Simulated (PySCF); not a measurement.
# C₃H₁₀FPSi: electronic excitations at several levels of theory

How much do the electronic excitations of C₃H₁₀FPSi (`FCCC[SiH2]P`) depend on the level of theory, and what does each level cost?

Computed with PySCF 2.14.0, with density-fitted response routines of our own, on a single molecule in the gas phase. Atoms count from 0, in the outputs and in this text.

## 1. The starting structure

16 atoms, charge 0, multiplicity 1; geometry from: GFN2-xTB.

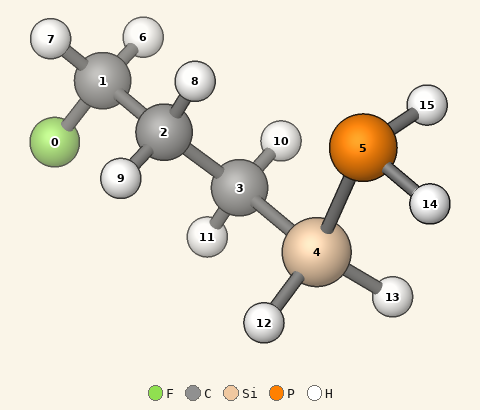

The starting geometry (fluorine green, carbon grey, silicon light orange, phosphorus orange, hydrogen white), atoms numbered.

## 2. Geometry optimisation at PBE0-D3(BJ)/def2-SVP

The job: settings as JSON, then the geometry in Å.

```
{"job": {"xc": "PBE0", "basis": "def2-SVP", "d3": "d3bj", "grid": 1, "kind": "geom"}, "charge": 0, "multiplicity": 1}
F     -3.152341    -0.106598     0.340935
C     -2.345328     0.568004    -0.546043
C     -0.929207     0.679560     0.000984
C     -0.262288    -0.684161     0.150243
Si     1.511349    -0.545775     0.832518
P      2.572230     0.965322    -0.444010
H     -2.374268     0.002308    -1.483744
H     -2.798974     1.554361    -0.689462
H     -0.350969     1.308351    -0.681423
H     -0.969787     1.179030     0.971088
H     -0.254548    -1.184049    -0.821078
H     -0.863900    -1.302889     0.816104
H      1.506882    -0.015952     2.200746
H      2.134157    -1.876162     0.831147
H      3.832673     0.677756     0.042846
H      2.736720     0.125086    -1.532261
```

Output:

```text
step   0  E = -850.17940785  max force = 0.019617
step   1  E = -850.18344150  max force = 0.004068
step   2  E = -850.18364093  max force = 0.001113
step   3  E = -850.18366299  max force = 0.000369
step   4  E = -850.18367514  max force = 0.000778
step   5  E = -850.18368121  max force = 0.000998
step   6  E = -850.18368530  max force = 0.000619
step   7  E = -850.18368926  max force = 0.000189
optimisation converged
```

Wall time 66 s (1 thread, shared host).

Step by step:

| step | energy from step 0 (eV) | largest force component (eV/Å) |
| --- | --- | --- |
| 0 | 0.0000 | 1.0087 |
| 1 | -0.1098 | 0.2092 |
| 2 | -0.1152 | 0.0572 |
| 3 | -0.1158 | 0.0190 |
| 4 | -0.1161 | 0.0400 |
| 5 | -0.1163 | 0.0513 |
| 6 | -0.1164 | 0.0318 |
| 7 | -0.1165 | 0.0097 |

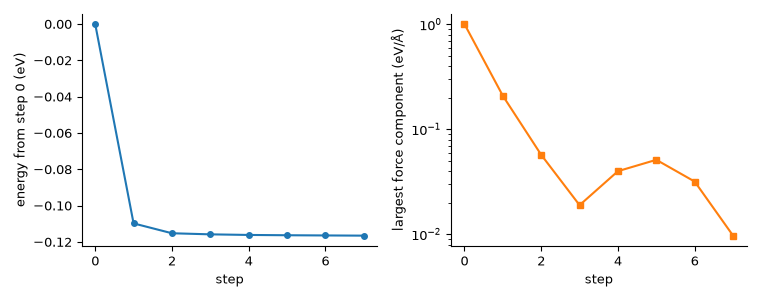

Energy and force, step by step.

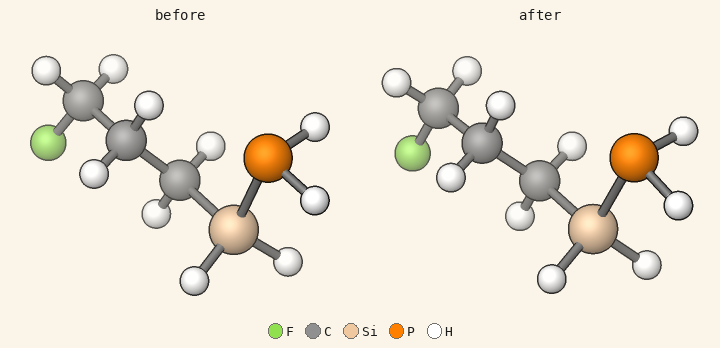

The geometry before (left) and after (right).

Distances of close pairs at the start and the end, largest changes first:

| bond | before (Å) | after (Å) | change (Å) |
| --- | --- | --- | --- |
| P5–H14 | 1.381 | 1.429 | +0.047 |
| P5–H15 | 1.385 | 1.430 | +0.046 |
| Si4–H12 | 1.467 | 1.497 | +0.030 |
| Si4–H13 | 1.469 | 1.496 | +0.027 |
| Si4–P5 | 2.245 | 2.272 | +0.027 |
| C3–Si4 | 1.905 | 1.885 | -0.020 |
| C3–H11 | 1.090 | 1.103 | +0.013 |
| C3–H10 | 1.092 | 1.105 | +0.013 |

The final coordinates are the input of the step that follows.

| at the end point | value |
| --- | --- |
| point group (found at 0.08 Å tolerance) | C1 |
| rotational constants (GHz, main isotopes) | 5.075, 0.818, 0.737 |
| dipole moment (D) | 1.06 |

## 3. Ultraviolet spectrum: CAM-B3LYP/def2-SVPD

The job: settings as JSON, then the geometry in Å.

```
{"job": {"kind": "uv", "xc": "CAM-B3LYP", "basis": "def2-SVPD", "ip": true}, "charge": 0, "multiplicity": 1}
F     -3.179900    -0.415368     0.192938
C     -2.499399     0.419890    -0.662124
C     -1.070500     0.594456    -0.200170
C     -0.309784    -0.724658    -0.107784
Si     1.448900    -0.572932     0.554262
P      2.609225     0.859063    -0.773444
H     -2.532913    -0.023958    -1.673570
H     -3.025852     1.389445    -0.691120
H     -0.567451     1.290063    -0.894237
H     -1.078832     1.096757     0.782659
H     -0.266715    -1.216678    -1.096331
H     -0.858859    -1.417823     0.552130
H      1.434751     0.024645     1.926605
H      2.087631    -1.924018     0.630517
H      3.868937     0.571388    -0.163401
H      2.788031    -0.105777    -1.814031
```

Method: TDDFT CAM-B3LYP/def2-SVPD, vertical, gas phase, core orbitals frozen in the response.

Output:

```text
coarse grid: 13792 points
cycle   1  E = -850.4362095049  dE =  2.704e-01  |g| = 4.782e-01  |ddm| = 4.711e+00
cycle   2  E = -850.4335715961  dE =  2.638e-03  |g| = 5.594e-01  |ddm| = 1.012e+00
cycle   3  E = -850.4849666283  dE = -5.140e-02  |g| = 5.082e-02  |ddm| = 4.639e-01
cycle   4  E = -850.4854040999  dE = -4.375e-04  |g| = 2.303e-02  |ddm| = 9.182e-02
cycle   5  E = -850.4855348420  dE = -1.307e-04  |g| = 5.512e-03  |ddm| = 3.652e-02
cycle   6  E = -850.4855429957  dE = -8.154e-06  |g| = 1.133e-03  |ddm| = 9.573e-03
final grid: 122800 points
cycle   7  E = -850.5961994707  dE = -2.340e-05  |g| = 3.934e-03  |ddm| = 4.880e-02
cycle   8  E = -850.5961990098  dE =  4.608e-07  |g| = 4.487e-03  |ddm| = 9.960e-03
cycle   9  E = -850.5962029845  dE = -3.975e-06  |g| = 3.810e-04  |ddm| = 4.009e-03
cycle  10  E = -850.5962030087  dE = -2.426e-08  |g| = 1.601e-04  |ddm| = 5.893e-04
cycle  11  E = -850.5962030144  dE = -5.710e-09  |g| = 3.013e-05  |ddm| = 2.301e-04
cycle  12  E = -850.5962030147  dE = -2.576e-10  |g| = 8.573e-06  |ddm| = 6.152e-05
converged SCF energy = -850.5962030147

Static polarisability (au): isotropic 93.927, principal 80.761 92.814 108.204

Singlet excitations
state   eV       nm        f      main configurations
  1   6.4561    192.0   0.01481   H->L+1 0.29, H->L+2 0.22, H->L+3 0.20
  2   6.6330    186.9   0.02322   H->L 0.58, H->L+1 0.37
  3   7.0772    175.2   0.26779   H->L+2 0.44, H->L+1 0.24, H->L 0.13
  4   7.4756    165.9   0.01042   H->L+3 0.43, H->L+4 0.25, H->L+5 0.19
  5   7.8664    157.6   0.03501   H->L+7 0.37, H->L+6 0.37
  6   7.9579    155.8   0.02243   H-1->L 0.74
  7   8.1583    152.0   0.01130   H-1->L+1 0.47, H-2->L 0.12, H->L+3 0.10
  8   8.1881    151.4   0.04469   H-1->L+1 0.30, H->L+2 0.13, H->L+6 0.09
  9   8.2846    149.7   0.02477   H-1->L+2 0.29, H-2->L 0.24, H-1->L+3 0.13
 10   8.3828    147.9   0.09714   H-2->L 0.31, H-1->L+2 0.23

Triplet excitations (Tamm-Dancoff, eV): 5.6265 5.6915 6.3992 7.0669
Vertical ionisation energy (delta-SCF) = 9.5908 eV
```

It took 85 s on 1 thread, shared host.

Frontier orbitals and where they lie:

| orbital | eV | atoms |
| --- | --- | --- |
| HOMO−3 | -10.91 | F0 20 %, C1 17 %, C2 13 % |
| HOMO−2 | -10.45 | Si4 25 %, P5 21 %, H12 20 % |
| HOMO−1 | -9.96 | C3 27 %, Si4 20 %, P5 14 % |
| HOMO | -8.73 | P5 64 %, Si4 15 %, H15 6 % |
| LUMO | 0.96 | Si4 27 %, P5 18 %, H14 9 % |
| LUMO+1 | 1.28 | P5 33 %, Si4 20 %, H15 16 % |
| LUMO+2 | 1.40 | P5 26 %, Si4 12 %, C1 10 % |

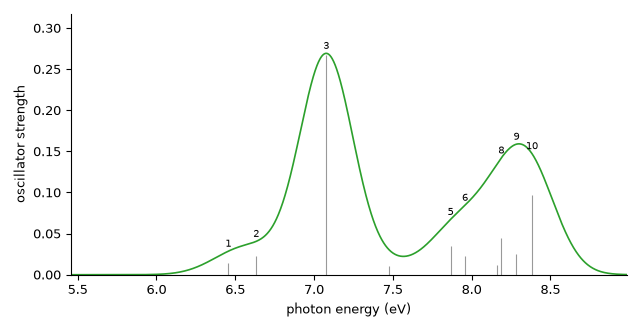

Absorption spectrum from the 10 singlet states computed; above the last one it falls off for lack of states. Lines are broadened to a width of 0.40 eV (Gaussian).

Ground-state properties from the same run:

| property | computed |
| --- | --- |
| dipole moment (D) | 1.21 |
| polarisability (Å³) | 13.92 |
| HOMO–LUMO gap (eV) | 9.68 |
| −ε(HOMO) (eV) | 8.73 |

## 4. Ultraviolet spectrum: wB97X-D/def2-SVPD

Settings changed since step 3:

```diff
@@ -1,2 +1,2 @@
-{"job": {"kind": "uv", "xc": "CAM-B3LYP", "basis": "def2-SVPD", "ip": true}, "charge": 0, "multiplicity": 1}
+{"job": {"kind": "uv", "xc": "wB97X-D", "basis": "def2-SVPD", "ip": true}, "charge": 0, "multiplicity": 1}
 F     -3.179900    -0.415368     0.192938
```

Level: TDDFT wB97X-D/def2-SVPD, vertical, gas phase, core orbitals frozen in the response.

Output:

```text
coarse grid: 13792 points
cycle   1  E = -850.4549136704  dE =  2.810e-01  |g| = 4.782e-01  |ddm| = 4.545e+00
cycle   2  E = -850.4629044632  dE = -7.991e-03  |g| = 5.109e-01  |ddm| = 9.977e-01
cycle   3  E = -850.5047318721  dE = -4.183e-02  |g| = 4.719e-02  |ddm| = 4.271e-01
cycle   4  E = -850.5052034397  dE = -4.716e-04  |g| = 1.881e-02  |ddm| = 9.829e-02
cycle   5  E = -850.5053021086  dE = -9.867e-05  |g| = 4.850e-03  |ddm| = 4.034e-02
cycle   6  E = -850.5053095329  dE = -7.424e-06  |g| = 1.132e-03  |ddm| = 1.082e-02
final grid: 122800 points
cycle   7  E = -850.6140605124  dE = -1.091e-04  |g| = 6.051e-03  |ddm| = 1.259e-01
cycle   8  E = -850.6140619145  dE = -1.402e-06  |g| = 6.562e-03  |ddm| = 1.822e-02
cycle   9  E = -850.6140689827  dE = -7.068e-06  |g| = 4.571e-04  |ddm| = 4.843e-03
cycle  10  E = -850.6140690600  dE = -7.727e-08  |g| = 3.052e-04  |ddm| = 2.040e-03
cycle  11  E = -850.6140690841  dE = -2.405e-08  |g| = 4.507e-05  |ddm| = 5.664e-04
cycle  12  E = -850.6140690853  dE = -1.219e-09  |g| = 1.323e-05  |ddm| = 2.100e-04
cycle  13  E = -850.6140690854  dE = -1.060e-10  |g| = 4.188e-06  |ddm| = 6.382e-05
converged SCF energy = -850.6140690854

Static polarisability (au): isotropic 93.881, principal 80.553 92.880 108.210

Singlet excitations
state   eV       nm        f      main configurations
  1   6.5001    190.7   0.01465   H->L+1 0.49, H->L+2 0.21, H->L 0.17
  2   6.8123    182.0   0.02541   H->L 0.49, H->L+1 0.38
  3   7.1615    173.1   0.29075   H->L+2 0.57, H->L 0.20
  4   7.5693    163.8   0.00766   H->L+3 0.53, H->L+4 0.30
  5   7.9255    156.4   0.03022   H->L+5 0.51, H->L+6 0.20, H->L+7 0.11
  6   8.0887    153.3   0.02918   H-1->L 0.75
  7   8.2585    150.1   0.03641   H-1->L+1 0.68, H-2->L+1 0.15
  8   8.3299    148.8   0.02255   H-2->L 0.51, H-1->L+2 0.13
  9   8.3999    147.6   0.11917   H-1->L+2 0.49
 10   8.5605    144.8   0.04874   H->L+7 0.14, H-2->L 0.12, H->L+4 0.12

Triplet excitations (Tamm-Dancoff, eV): 5.7678 5.8439 6.6563 7.1944
Vertical ionisation energy (delta-SCF) = 9.5994 eV
```

It took 2.3 min on 1 thread, shared host.

This run: HOMO -9.28 eV, LUMO 1.79 eV; lowest singlet 6.50 eV.

(Part 1 of 2 ends here.)
